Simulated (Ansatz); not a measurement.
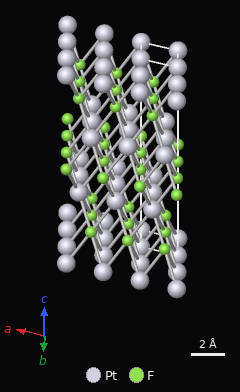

Solid PtF (built on the CuPt (L1_1)_166 type) (coarse preliminary run), before the relaxation. A ball-and-stick model of the conventional cell (3 times the calculation's cell), repeated 3 × 3 × 1 with one cell outlined, seen from a free direction. Lengths and directions refer to the drawn axes.

Case: CuPt (L1_1) type (R-3m, No. 166).

Method: DFT PBE, scalar-relativistic, plane waves, PAW (Ansatz 0.2.0).

The input:
```yaml
crystal:
  lattice:
    - [1.3141962657, 0.7587515678, 4.185958476]
    - [-1.3141962657, 0.7587515678, 4.185958476]
    - [0.0, -1.5175031355, 4.185958476]
  atoms:
    - { symbol: Pt, position: [0.0, 0.0, 0.0] }
    - { symbol: F, position: [0.5, 0.5, 0.5] }
basis:
  ecutwfc: 420
kpoints:
  mp_grid: { grid: [6, 6, 6] }
hamiltonian:
  xc: pbe
scf:
  occupations: { method: gaussian, width: 0.1 }
  lower_state_search: "off"
output:
  forces: true
  stress: true
  eigenvalues: true
relax:
  adjacent_minimum: "off"
  f_tol: 0.04
  max_steps: 70
  cell: { stress_tol: 0.4 }
```

Launched with:
```bash
ansatz run input.yaml --threads 1 --pin off --max-ram 2560MiB --backend cpu --events-out ev --progress --plain --runs-dir out
```

Question: What does the optimiser find from here?

Answer: Over 4 accepted moves (6 points after the start) the energy falls by 0.116 eV per cell of the calculation. All forces vanish by symmetry, so only the cell relaxes. The pressure goes from 10.02 to 0.02 GPa. The SCF was repeated twice at an unchanged geometry on a basis and grid sized afresh for the cell, which shifted the energy by 7.6 meV per cell of the calculation at most. The atoms keep their places relative to the cell (all moves are under 0.005 Å). The drawn cell changes as follows: a = b 2.628 → 2.731 Å (+3.9 %), c 12.558 → 12.136 Å (−3.4 %); the volume changes by +4.3 %. Near-neighbour distances that change, for instance: Pt1–Pt1 2.628 → 2.731 Å, Pt1–F2 2.585 → 2.565 Å. The space group stays R-3m (No. 166).

History of the run:

| step | E − E(0), meV/atom | pressure, GPa | volume, Å³/atom | note |
| --- | --- | --- | --- | --- |
| 0 | 0.00 | 10.02 | 12.522 |  |
| 1 | -48.69 | -3.76 | 13.324 |  |
| 2 | -53.90 | 0.00 | 13.022 |  |
| 3 | -54.21 | 0.03 | 13.027 |  |
| 4 | -58.02 | 0.48 | 13.027 | same geometry, new basis |
| 5 | -57.99 | 0.01 | 13.063 |  |
| 6 | -58.10 | 0.02 | 13.063 | same geometry, new basis |

The structure at the end:

```
CELL_PARAMETERS angstrom
1.36541 0.78832 4.04531
-1.36541 0.78832 4.04531
0.00000 -1.57664 4.04531
ATOMIC_POSITIONS crystal
Pt 0.00000 0.00000 0.00000
F 0.50000 0.50000 0.50000
```

After the run, drawn alike:

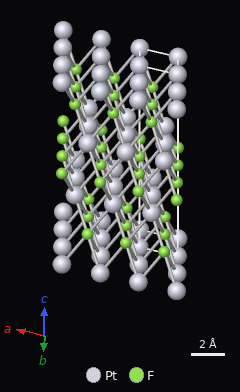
